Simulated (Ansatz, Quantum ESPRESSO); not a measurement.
# Thickness dependence of 1T-SnO2, part 6 of 7

Wanted: polarisability and band edges of 1T-SnO2, layer by layer.

Quantum ESPRESSO 7.5; plane-wave DFT, LDA, GBRV ultrasoft pseudopotentials; geometry by Ansatz 0.2.0 with PAW datasets.

So far. Step 13 (Electrostatic potential, 2 layers): The slope in the vacuum is 0.100 eV/Å for an applied 0.10 V/Å, as it should be. Step 14 (Bands along a path, 2 layers: no field): Along this path the valence top lies between K and Γ and the conduction bottom at Γ.

## 16. Relaxation with Ansatz, 3 layers

Level of this step: plane-wave DFT, PBE-D3(BJ), Ansatz PAW (Ansatz 0.2.0).

System of this step: 1T-SnO2, 3 layers, AA stacking. The cell holds 9 atoms: 6 O and 3 Sn. Cell: a = 3.220 Å, b = 3.220 Å, c = 28.967 Å, α = 90.0°, β = 90.0°, γ = 120.0°. It derives from SnO2. Vacuum lies along c.

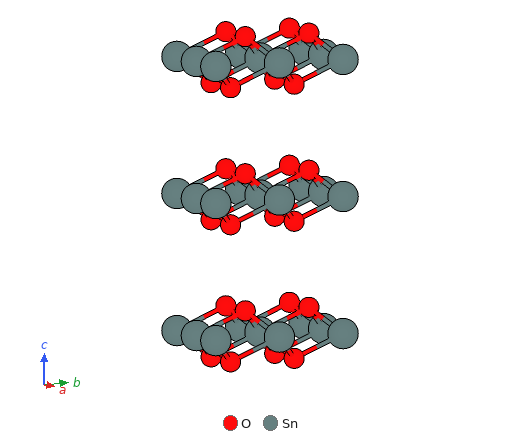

The cell of this step (oxygen red, tin teal). 2×2×1 cells are drawn. Some periodic images of atoms are drawn too.

Contents of input.yaml:

```yaml
crystal:
  lattice:
    - [3.22, 0.0, 0.0]
    - [-1.61, 2.7886018002, 0.0]
    - [0.0, 0.0, 28.966563146]
  atoms:
    - { symbol: O, position: [0.6666666667, 0.3333333333, 0.2934417852] }
    - { symbol: Sn, position: [0.0, 0.0, 0.3243197042] }
    - { symbol: O, position: [0.3333333333, 0.6666666667, 0.3551976232] }
    - { symbol: O, position: [0.6666666667, 0.3333333333, 0.469122081] }
    - { symbol: Sn, position: [0.0, 0.0, 0.5] }
    - { symbol: O, position: [0.3333333333, 0.6666666667, 0.530877919] }
    - { symbol: O, position: [0.6666666667, 0.3333333333, 0.6448023768] }
    - { symbol: Sn, position: [0.0, 0.0, 0.6756802958] }
    - { symbol: O, position: [0.3333333333, 0.6666666667, 0.7065582148] }
kpoints:
  mp_grid: { grid: [12, 12, 1] }
hamiltonian:
  xc: pbe
  dispersion: d3bj
scf:
  occupations: { method: fermi_dirac, width: 0.05 }
  convergence: { dr2_threshold: 1.0e-08 }
efield:
  axis: 3
  dipole_correction: true
  ramp_position: 0.97
  ramp_width: 0.04
relax:
  f_tol: 0.01
  cell: { fix: [c, alpha, beta] }
output:
  write_potential: true
  write_density: true
  volumetric_format: npy
```

Command:

```bash
$ ansatz run input.yaml --threads 4 --pin off --max-ram 8192MiB --backend cpu --events-out ev --progress --plain --runs-dir out
```

Numbers of over 12 decimals in the logs are rounded to 6 here.

The program printed:

```text
[...]
Crystal: 9 atoms, lattice volume = 260.099 Å³
Basis set: ecut = 420 eV, 5161 PW (Γ), exchange–correlation on 48×48×400 points (8 copies of the dense FFT grid, shifted against one another)
Bands: 48, of which v1, the nominal top of the filled ones, is band 39 counted from 1 (38 counted from 0)
Symmetry: 6 space group operations
k-points: 19 of 144 (time reversal used)
[...]
SCF iter   1: F=—  HF=-21476.297296 eV  |F-HF|=—  |Δ(HF+E_count)|=         —  Δρ=1.58e-3  dr2=7.36e-3  ethr=1.77e-3  p=-0.000 e·Å  D=-3.47e-5 V/Å  ΔV_dip=0.00 eV  dr2_dipole=9.03e-7  V_vac-E_F(+/−)=6.50/6.50 eV  ⟨swp⟩=8.6  Hψ=4495  notcnv=0  defer=2
[...]
SCF iter   8: F=-21476.298932 eV  HF=-21476.298932 eV  |F-HF|=4.93e-9  |Δ(HF+E_count)|=   1.09e-7  Δρ=1.47e-6  dr2=5.65e-9  ethr=1.28e-11  p=0.000 e·Å  D=4.62e-6 V/Å  ΔV_dip=-0.00 eV  dr2_dipole=4.61e-10  V_vac-E_F(+/−)=6.49/6.49 eV  ⟨swp⟩=10.5  Hψ=6864  notcnv=0
SCF 1 converged in 8 iterations: F = -21476.298932 eV  dr2 = 5.65e-9
[...]
relax step   1: F+E_penalty+E_count = -21476.29893172 eV  Δ(F+E_penalty+E_count) = +0.000e0 eV  max|allowed force component| = 1.732e0 eV/Å  Δτ_max = 0.0000 Å  P = +5.011 GPa  Ω = 260.099 Å³  fix = [c, alpha, beta]  reactions: c +5.113 GPa  (8 SCF iters, accepted)
Crystal: 9 atoms, lattice volume = 254.304 Å³
Basis set: ecut = 420 eV, 5017 PW (Γ), exchange–correlation on 48×48×400 points (8 copies of the dense FFT grid, shifted against one another)
[...]
SCF iter  10: F=-21476.903230 eV  HF=-21476.903230 eV  |F-HF|=2.76e-10  |Δ(HF+E_count)|=   5.58e-9  Δρ=4.86e-7  dr2=3.34e-10  ethr=1.28e-11  p=0.000 e·Å  D=8.45e-7 V/Å  ΔV_dip=-0.00 eV  dr2_dipole=1.81e-12  V_vac-E_F(+/−)=7.06/7.06 eV  ⟨swp⟩=10.3  Hψ=6449  notcnv=0
SCF 2 converged in 10 iterations: F = -21476.903230 eV  dr2 = 3.34e-10
[...]
relax step   2: F+E_penalty+E_count = -21476.90323002 eV  Δ(F+E_penalty+E_count) = -6.043e-1 eV  max|allowed force component| = 5.235e-2 eV/Å  Δτ_max = 0.1924 Å  P = +0.892 GPa  Ω = 254.304 Å³  energy of the carried Pulay correction = +1.362e-2 eV  fix = [c, alpha, beta]  reactions: c -0.557 GPa  (10 SCF iters, accepted)
Crystal: 9 atoms, lattice volume = 260.109 Å³
[...]
SCF iter   9: F=-21476.937692 eV  HF=-21476.937692 eV  |F-HF|=1.59e-9  |Δ(HF+E_count)|=   2.52e-8  Δρ=1.21e-6  dr2=3.33e-9  ethr=1.28e-11  p=-0.000 e·Å  D=-1.80e-7 V/Å  ΔV_dip=0.00 eV  dr2_dipole=2.11e-10  V_vac-E_F(+/−)=7.05/7.05 eV  ⟨swp⟩=10.9  Hψ=7099  notcnv=0
SCF 3 converged in 9 iterations: F = -21476.937692 eV  dr2 = 3.33e-9
relax step   3: F+E_penalty+E_count = -21476.93769245 eV  Δ(F+E_penalty+E_count) = -3.446e-2 eV  max|allowed force component| = 2.399e-2 eV/Å  Δτ_max = 0.1947 Å  P = -0.345 GPa  Ω = 260.109 Å³  energy of the carried Pulay correction = -2.196e-5 eV  fix = [c, alpha, beta]  reactions: c -0.363 GPa  (9 SCF iters, accepted)
[...]
relax step   4: F+E_penalty+E_count = -21476.95435514 eV  Δ(F+E_penalty+E_count) = -1.666e-2 eV  max|allowed force component| = 3.522e-2 eV/Å  Δτ_max = 0.1950 Å  P = -0.230 GPa  Ω = 259.943 Å³  energy of the carried Pulay correction = +3.637e-4 eV  fix = [c, alpha, beta]  reactions: c -0.190 GPa  (10 SCF iters, accepted)
[...]
relax step   5: F+E_penalty+E_count = -21476.95686946 eV  Δ(F+E_penalty+E_count) = -2.514e-3 eV  max|allowed force component| = 4.000e-2 eV/Å  Δτ_max = 0.0374 Å  P = +0.118 GPa  Ω = 259.284 Å³  energy of the carried Pulay correction = +1.898e-3 eV  fix = [c, alpha, beta]  reactions: c +0.074 GPa  (8 SCF iters, accepted)
[...]
relax step   6: F+E_penalty+E_count = -21476.95648737 eV  Δ(F+E_penalty+E_count) = +3.821e-4 eV  max|allowed force component| = 8.241e-3 eV/Å  Δτ_max = 0.0225 Å  P = -0.019 GPa  Ω = 259.554 Å³  energy of the carried Pulay correction = +1.268e-3 eV  fix = [c, alpha, beta]  reactions: c -0.006 GPa  (8 SCF iters, accepted)
[...]
SCF iter   3: F=-21476.955288 eV  HF=-21476.955288 eV  |F-HF|=6.01e-9  |Δ(HF+E_count)|=   2.60e-8  Δρ=2.82e-6  dr2=2.97e-9  ethr=1.28e-11  p=0.000 e·Å  D=1.67e-6 V/Å  ΔV_dip=-0.00 eV  dr2_dipole=8.42e-14  V_vac-E_F(+/−)=7.05/7.05 eV  ⟨swp⟩=17.3  Hψ=7727  notcnv=0
SCF 7 converged in 3 iterations: F = -21476.955288 eV  dr2 = 2.97e-9
relax step   7: F+E_penalty+E_count = -21476.95528834 eV  Δ(F+E_penalty+E_count) = +1.199e-3 eV  max|allowed force component| = 8.301e-3 eV/Å  Δτ_max = 0.0000 Å  P = -0.029 GPa  Ω = 259.554 Å³  fix = [c, alpha, beta]  reactions: c -0.007 GPa  stress off target by 4.04e-2 GPa on what of the cell is left free  SCF on the basis re-selected at this cell (its energy is not comparable with the rows above)  (3 SCF iters)
[...]
SCF converged after 3 iterations
Free energy (F): -21476.955288 eV
[...]
Internal energy: -21476.955288 eV  (E = F + TS)
E sigma→0 (E₀):  -21476.955288 eV
Fermi energy:    0.126010 eV
Dipole field:    D = 0.000002 V/Å  (p = 0.000003 e·Å, saw-weighted, corrected)
Work function:   Φ+ = 7.0542 eV   Φ− = 7.0543 eV
[...]
--- Forces (eV/Å), atoms counted from 1 ---
  atom   1  O      0.00000000    -0.00000000     0.00301651
  atom   2  Sn     0.00000000     0.00000000    -0.00066122
  atom   3  O      0.00000000     0.00000000    -0.00576145
  atom   4  O      0.00000000    -0.00000000     0.00829747
  atom   5  Sn    -0.00000000     0.00000000    -0.00000732
  atom   6  O      0.00000000     0.00000000    -0.00830144
  atom   7  O      0.00000000    -0.00000000     0.00577044
  atom   8  Sn     0.00000000    -0.00000000     0.00066346
  atom   9  O      0.00000000     0.00000000    -0.00301647
  max |Σ_I F_I| component: 3.70e-8 eV/Å
--- Stress (GPa, compression-positive) ---
       -0.040423      -0.000000       0.000000
        0.000000      -0.040423       0.000000
        0.000000       0.000000      -0.006763
  P = ⅓ Tr σ = -0.0292 GPa (-0.292 kbar)
--- Band table (eV; the first three rows and the last of 19) ---
  k-point 0: bands = [... 35 lower, -1.8623, -1.8623, -1.7608, -1.2653, 1.1044, 1.6088, 2.1400, 4.5763, ... 5 higher]
  k-point 1: bands = [... 35 lower, -1.7700, -1.7362, -1.5021, -1.1676, 1.5171, 1.9293, 2.3850, 4.8153, ... 5 higher]
  k-point 2: bands = [... 35 lower, -1.6474, -1.6237, -1.3428, -1.0854, 2.4147, 2.6718, 2.9698, 5.3674, ... 5 higher]
  k-point 18: bands = [... 35 lower, -1.3283, -1.3283, -1.1385, -1.1385, 5.1041, 5.1372, 5.1673, 8.1796, ... 5 higher]
--- Relaxed structure (6 steps of the walk, 6 accepted, 1 SCFs on fresh bases) ---
[...]
cell:  # Å, volume = 259.5541 Å³
    - [3.216623, 0, 0]
    - [-1.608311, 2.785677, 0]
    - [0, 0, 28.966563146]
  atoms:
    - { symbol: O, position: [0.666667, 0.333333, 0.305966] }
    - { symbol: Sn, position: [2.2442466034971315e-17, 6.412133152848958e-18, 0.341000] }
    - { symbol: O, position: [0.333333, 0.666667, 0.375935] }
    - { symbol: O, position: [0.666667, 0.333333, 0.465084] }
    - { symbol: Sn, position: [0, 0, 0.500000] }
    - { symbol: O, position: [0.333333, 0.666667, 0.534916] }
    - { symbol: O, position: [0.666667, 0.333333, 0.624064] }
    - { symbol: Sn, position: [-2.2442868819728394e-17, -6.4122482342081105e-18, 0.659000] }
    - { symbol: O, position: [0.333333, 0.666667, 0.694034] }
```

It took 32 s on 4 threads of Arm Neoverse V2, shared host; peak memory 0.7 GiB; 2.1 min of CPU time.

Step by step:

| step | energy less that of the first step (eV) | largest force component (eV/Å) | pressure (GPa) | volume (Å³) |
| --- | --- | --- | --- | --- |
| 1 | 0.0000 | 1.7318 | 5.01 | 260.10 |
| 2 | -0.6043 | 0.0524 | 0.89 | 254.30 |
| 3 | -0.6388 | 0.0240 | -0.34 | 260.11 |
| 4 | -0.6554 | 0.0352 | -0.23 | 259.94 |
| 5 | -0.6579 | 0.0400 | 0.12 | 259.28 |
| 6 | -0.6576 | 0.0082 | -0.02 | 259.55 |
| 7* | -0.6564 | 0.0083 | -0.03 | 259.55 |

Relaxation steps marked * repeat the geometry before them on a plane-wave basis chosen anew for their cell, so energy and pressure can jump there.

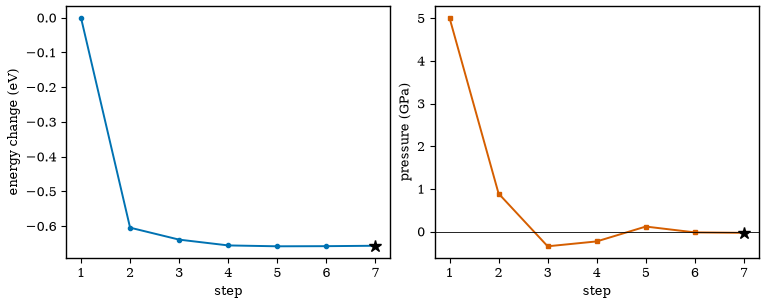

Energy and pressure along the relaxation. Stars mark steps on a basis chosen anew.

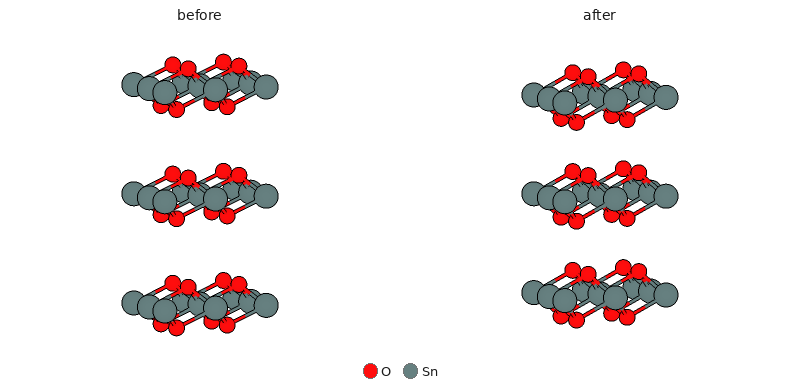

The structure before and after the relaxation, drawn at the same scale.

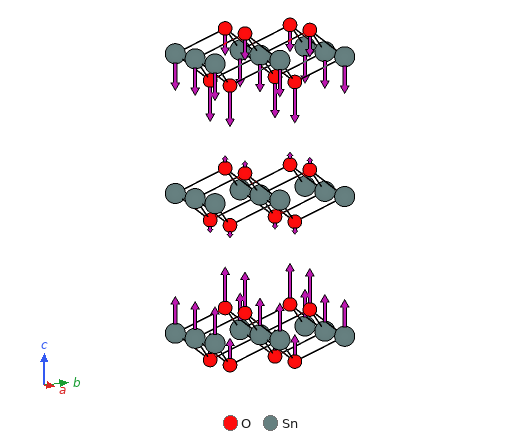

Displacements in the relaxation, exaggerated, measured against the changing cell; the longest in the cell stands for 0.60 Å. 2×2×1 cells are drawn. Some periodic images of atoms are drawn too.

| cell as run | before | after | change |
| --- | --- | --- | --- |
| a (Å) | 3.220 | 3.217 | -0.1 % |
| b (Å) | 3.220 | 3.217 | -0.1 % |

The atoms that moved most (Å, along periodic axes as changes of fractional coordinates times the final cell, across vacuum about the mean position):

| atom | dx | dy | dz | length |
| --- | --- | --- | --- | --- |
| O7 | 0.000 | 0.000 | -0.601 | 0.601 |
| O3 | 0.000 | 0.000 | 0.601 | 0.601 |
| Sn8 | 0.000 | 0.000 | -0.483 | 0.483 |
| Sn2 | 0.000 | 0.000 | 0.483 | 0.483 |
| O9 | 0.000 | 0.000 | -0.363 | 0.363 |
| O1 | 0.000 | 0.000 | 0.363 | 0.363 |
| O6 | 0.000 | 0.000 | 0.117 | 0.117 |
| O4 | 0.000 | 0.000 | -0.117 | 0.117 |

This step gave:

```
free energy                                                      : -21476.9553 eV
Fermi energy                                                     : 0.1260 eV
gap by band count                                                : 2.168 eV
dipole along the normal                                          : 2.89e-6 e·Å
vacuum level at the upper face over a Fermi level inside the gap : 7.054 eV
vacuum level at the lower face over a Fermi level inside the gap : 7.054 eV
```

## 17. SCF with pw.x, 3 layers: no field

Level of this step: plane-wave DFT, LDA, GBRV ultrasoft pseudopotentials (Quantum ESPRESSO 7.5).

Contents of n3.f0.in:

```
&control
  prefix = 'n3.f0'
  outdir = './out'
  pseudo_dir = './pseudo'
  calculation = 'scf'
  tprnfor = .true.
  tefield = .true.
  dipfield = .true.
/
&system
  ibrav = 0
  nat = 9
  ntyp = 2
  ecutwfc = 40
  ecutrho = 200
  occupations = 'smearing'
  smearing = 'fd'
  degauss = 0.004
  edir = 3
  emaxpos = 0.97
  eopreg = 0.04
  eamp = 0.0
  nbnd = 43
/
&electrons
  conv_thr = 1e-09
  mixing_beta = 0.4
  electron_maxstep = 120
  mixing_mode = 'plain'
/
ATOMIC_SPECIES
  O   15.9990  o_lda_v1.2.uspp.F.UPF
  Sn  118.7100  sn_lda_v1.4.uspp.F.UPF
CELL_PARAMETERS angstrom
  3.21662257216921 -0.00000000000000 0.00000000000000
  -1.60831128608461 2.78567686188498 -0.00000000000000
  0.00000000000000 0.00000000000000 28.96656314600000
ATOMIC_POSITIONS crystal
  O   0.666666666667 0.333333333333 0.305965675807
  Sn  0.000000000000 0.000000000000 0.340999974764
  O   0.333333333333 0.666666666667 0.375935417356
  O   0.666666666667 0.333333333333 0.465084158500
  Sn  0.000000000000 0.000000000000 0.500000300109
  O   0.333333333333 0.666666666667 0.534916439832
  O   0.666666666667 0.333333333333 0.624064279914
  Sn  -0.000000000000 -0.000000000000 0.658999725868
  O   0.333333333333 0.666666666667 0.694034027850
K_POINTS automatic
  12 12 1 0 0 0
```

Command:

```bash
$ OMP_NUM_THREADS=1 mpirun -n 4 pw.x -nk 4 -in n3.f0.in > n3.f0.out
```

The program printed:

```text
[banner, memory and clock lines left out]
Program PWSCF v.7.5 starts
[...]
number of electrons       =        78.00
     number of Kohn-Sham states=           43
     kinetic-energy cutoff     =      40.0000  Ry
     charge density cutoff     =     200.0000  Ry
[...]
number of k points=    74  Fermi-Dirac smearing, width (Ry)=  0.0040
[...]
Dense  grid:    83893 G-vectors     FFT dimensions: (  27,  27, 250)
[...]
negative rho (up, down):  3.946E-04 0.000E+00
[...]
Starting wfcs are   51 randomized atomic wfcs
[...]
negative rho (up, down):  1.067E-04 0.000E+00
[...]
estimated scf accuracy    <       2.44544644 Ry
[...]
negative rho (up, down):  1.394E-04 0.000E+00
[...]
estimated scf accuracy    <       0.23527312 Ry
[...]
negative rho (up, down):  2.493E-04 0.000E+00
[...]
estimated scf accuracy    <       0.04125603 Ry
[...]
negative rho (up, down):  3.422E-04 0.000E+00
[...]
estimated scf accuracy    <       0.00514484 Ry
[...]
negative rho (up, down):  3.249E-04 0.000E+00
[...]
estimated scf accuracy    <       0.00181948 Ry
[...]
negative rho (up, down):  3.324E-04 0.000E+00
[...]
estimated scf accuracy    <       0.00044056 Ry
[...]
negative rho (up, down):  3.330E-04 0.000E+00
[...]
estimated scf accuracy    <       0.00016224 Ry
[...]
negative rho (up, down):  3.326E-04 0.000E+00
[...]
estimated scf accuracy    <       0.00003711 Ry
[...]
negative rho (up, down):  3.335E-04 0.000E+00
[...]
estimated scf accuracy    <       0.00000341 Ry
[...]
negative rho (up, down):  3.338E-04 0.000E+00
[...]
estimated scf accuracy    <       0.00000037 Ry
[...]
negative rho (up, down):  3.340E-04 0.000E+00
[...]
estimated scf accuracy    <       0.00000003 Ry
[...]
negative rho (up, down):  3.341E-04 0.000E+00
[...]
Total length         52.5493 bohr
[...]
estimated scf accuracy    <          4.7E-09 Ry
[...]
negative rho (up, down):  3.344E-04 0.000E+00
[...]
Computed dipole along edir(3) :
        Dipole                0.0000 Ry au,          0.0001 Debye
        Dipole field          0.0000 Ry au,
        Potential amp.       -0.0000 Ry
        Total length         52.5493 bohr
[...]
the Fermi energy is    -0.2815 ev
!    total energy              =    -670.50427798 Ry
     estimated scf accuracy    <          4.1E-10 Ry
     smearing contrib. (-TS)   =      -0.00000000 Ry
     internal energy E=F+TS    =    -670.50427798 Ry
[...]
one-electron contribution =   -6645.25751180 Ry
     hartree contribution      =    3353.97016208 Ry
     xc contribution           =    -170.68283892 Ry
     ewald contribution        =    2791.46591066 Ry
     electric field correction =       0.00000000 Ry
     convergence has been achieved in  13 iterations
     negative rho (up, down):  3.344E-04 0.000E+00
[...]
Total force =     0.050113     Total SCF correction =     0.000078
[...]
```

Wall time 2.3 min (4 MPI ranks); peak memory 0.94 GiB.

Numbers from this step:

```
free energy                          : -9122.6754 eV
Fermi energy                         : -0.2815 eV
dipole along the normal              : 2.08e-5 e·Å
valence top, on the run's zero       : -1.403 eV
conduction bottom, on the run's zero : 0.6091 eV
gap by band count                    : 2.012 eV
```

## 18. Potential by pp.x, 3 layers

Contents of n3.f0.pot.in:

```
&inputpp
  prefix = 'n3.f0'
  outdir = './out'
  filplot = 'n3.f0.pot.dat'
  plot_num = 11
/
```

Command:

```bash
$ OMP_NUM_THREADS=1 mpirun -n 4 pp.x -in n3.f0.pot.in > n3.f0.pot.out
```

Run time: 0.89 s. Hardware: 4 MPI ranks; peak memory 0.11 GiB.

Numbers from this step:

| Property | Result |
| --- | --- |
| slope of the potential above | 2.84e-6 eV/Å |
| upper vacuum line continued to the top atoms, over the valence top | 8.584 eV |
| slope of the potential below | -4.53e-6 eV/Å |
| lower vacuum line continued to the bottom atoms, over the valence top | 8.585 eV |
| vacuum level at the upper face over the valence top of the mesh | 8.584 eV |
| vacuum level at the lower face over the valence top of the mesh | 8.585 eV |

## 19. Ground state, 3 layers: field 0.1 V/Å

n3.f1.in is the input of step 17 with these lines changed:

```diff
@@ -1,3 +1,3 @@
 &control
-  prefix = 'n3.f0'
+  prefix = 'n3.f1'
   outdir = './out'
@@ -21,3 +21,3 @@
   eopreg = 0.04
-  eamp = 0.0
+  eamp = 0.00194469
   nbnd = 43
@@ -29,2 +29,3 @@
   mixing_mode = 'plain'
+  startingpot = 'file'
 /
```

Command:

```bash
$ cp -r out/n3.f0.save out/n3.f1.save
$ OMP_NUM_THREADS=1 mpirun -n 4 pw.x -nk 4 -in n3.f1.in > n3.f1.out
```

The program printed:

```text
[banner, memory and clock lines left out]
Program PWSCF v.7.5 starts
[...]
number of electrons       =        78.00
     number of Kohn-Sham states=           43
     kinetic-energy cutoff     =      40.0000  Ry
     charge density cutoff     =     200.0000  Ry
[...]
number of k points=    74  Fermi-Dirac smearing, width (Ry)=  0.0040
[...]
Dense  grid:    83893 G-vectors     FFT dimensions: (  27,  27, 250)
[...]
The initial density is read from file :
[...]
negative rho (up, down):  3.344E-04 0.000E+00
[...]
Starting wfcs are   51 randomized atomic wfcs
[...]
negative rho (up, down):  3.339E-04 0.000E+00
[...]
estimated scf accuracy    <       0.00318379 Ry
[...]
negative rho (up, down):  3.340E-04 0.000E+00
[...]
estimated scf accuracy    <       0.00625410 Ry
[...]
negative rho (up, down):  3.342E-04 0.000E+00
[...]
estimated scf accuracy    <       0.00003377 Ry
[...]
negative rho (up, down):  3.342E-04 0.000E+00
[...]
estimated scf accuracy    <       0.00003985 Ry
[...]
negative rho (up, down):  3.342E-04 0.000E+00
[...]
estimated scf accuracy    <       0.00000440 Ry
[...]
negative rho (up, down):  3.343E-04 0.000E+00
[...]
estimated scf accuracy    <       0.00000007 Ry
[...]
negative rho (up, down):  3.343E-04 0.000E+00
[...]
estimated scf accuracy    <       0.00000006 Ry
[...]
negative rho (up, down):  3.343E-04 0.000E+00
[...]
estimated scf accuracy    <          4.1E-09 Ry
[...]
negative rho (up, down):  3.343E-04 0.000E+00
[...]
Computed dipole along edir(3) :
        Dipole                0.0857 Ry au,          0.2178 Debye
        Dipole field          0.0006 Ry au,
        E field amplitude [Ha a.u.]:  1.9447E-03
        Potential amp.        0.1398 Ry
        Total length         52.5493 bohr
[...]
the Fermi energy is    -0.2441 ev
!    total energy              =    -670.50444449 Ry
     estimated scf accuracy    <          8.4E-10 Ry
     smearing contrib. (-TS)   =      -0.00000000 Ry
     internal energy E=F+TS    =    -670.50444449 Ry
[...]
one-electron contribution =   -6645.25569632 Ry
     hartree contribution      =    3353.96844127 Ry
     xc contribution           =    -170.68281950 Ry
     ewald contribution        =    2791.46591066 Ry
     electric field correction =      -0.00028059 Ry
     convergence has been achieved in   9 iterations
     negative rho (up, down):  3.343E-04 0.000E+00
[...]
Total force =     0.050427     Total SCF correction =     0.000170
[...]
```

It took 2 min on 4 MPI ranks; peak memory 0.94 GiB; 8.1 min of CPU time.

Read from the output:

- free energy: -9122.6777 eV
- Fermi energy: -0.2441 eV
- dipole along the normal: 0.04534 e·Å
- valence top, on the run's zero: -1.325 eV
- conduction bottom, on the run's zero: 0.6057 eV
- gap by band count: 1.931 eV

## 20. Electrostatic potential, 3 layers

Contents of n3.f1.pot.in:

```
&inputpp
  prefix = 'n3.f1'
  outdir = './out'
  filplot = 'n3.f1.pot.dat'
  plot_num = 11
/
```

Command:

```bash
$ OMP_NUM_THREADS=1 mpirun -n 4 pp.x -in n3.f1.pot.in > n3.f1.pot.out
```

Elapsed: 0.89 s, on 4 MPI ranks; peak memory 0.11 GiB; 3.2 s of CPU time.

Read from the output:

```
slope of the potential above                                          : 0.1000 eV/Å
upper vacuum line continued to the top atoms, over the valence top    : 8.630 eV
slope of the potential below                                          : 0.10000 eV/Å
lower vacuum line continued to the bottom atoms, over the valence top : 8.422 eV
```

The slope in the vacuum is 0.100 eV/Å for an applied 0.10 V/Å, as it should be.

(Part 6 of 7 ends here.)

[Logs are printed without paths, hosts, clocks, repeated set-up lines and the standing remarks that a program may print on its own settings, such as how far it seeks lower states.]

[Hosts, paths, dates, database ids (printed as entryN), source tags and the programs' standing remarks are cut or masked in the printed files.]

[Maps of the electrostatic potential energy from Ansatz leave out the sawtooth potential of an applied field or a dipole correction, so their vacuum need not be flat; planar profiles and work functions include it.]
